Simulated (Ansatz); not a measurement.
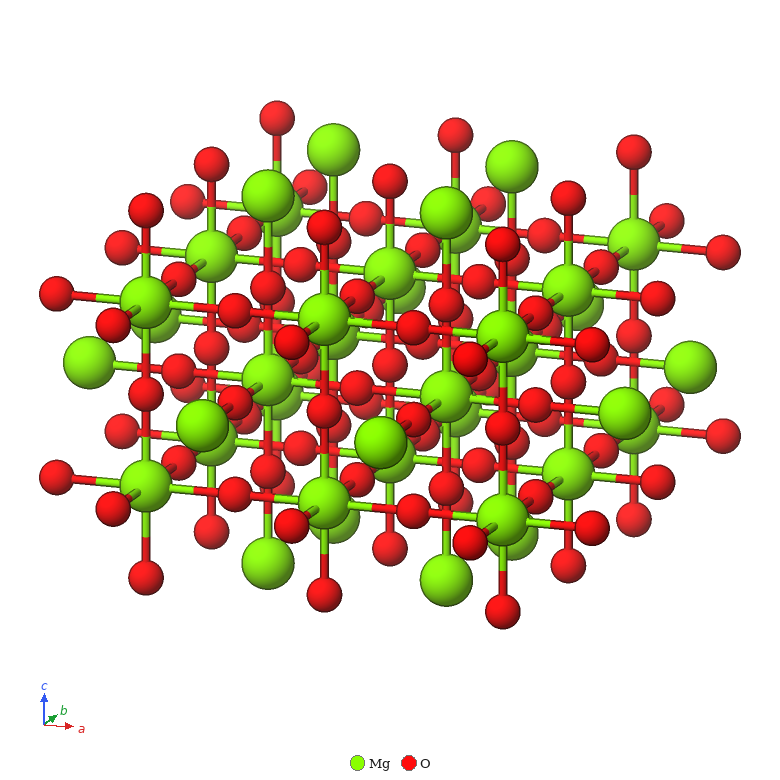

System MgO₃ (space group Im-3m, No. 229); source of the atomic positions: coordinates from a relaxation with DFT PBE, scalar-relativistic, plane waves, PAW in Ansatz; the starting structure was generated, so it need not be a known form of this composition.

Bonds are taken as Mg–O below 2.3 Å. The graph is simplified in the usual way: terminal and isolated atoms are pruned, two-connected atoms become edges.

**What kind of net remains, and which atoms are its nodes?**

A uninodal 6-connected, three-periodic net: Mg is a 6-connected node. O becomes part of the edges.

**Which named net is it?**

It is the pcu net, known from NaCl, ReO3 and the B-X framework of perovskite.

**Is the net interpenetrated?**

Two identical nets interpenetrate without a bond between them.

**How many nodes does the smallest cycle have?**

Four.

The simplified net, drawn on the atoms' positions. Colours tell the separate nets apart. Short stubs are edges that leave the cut-out.

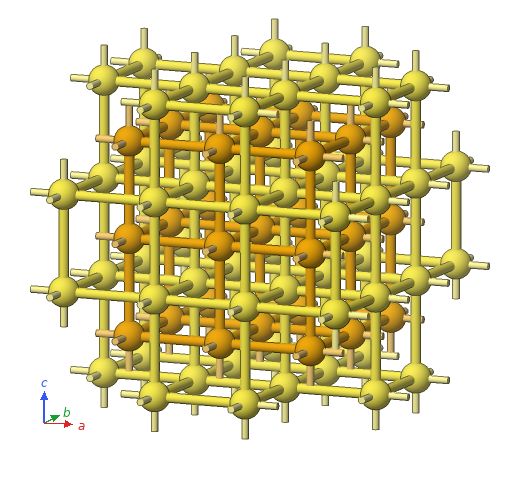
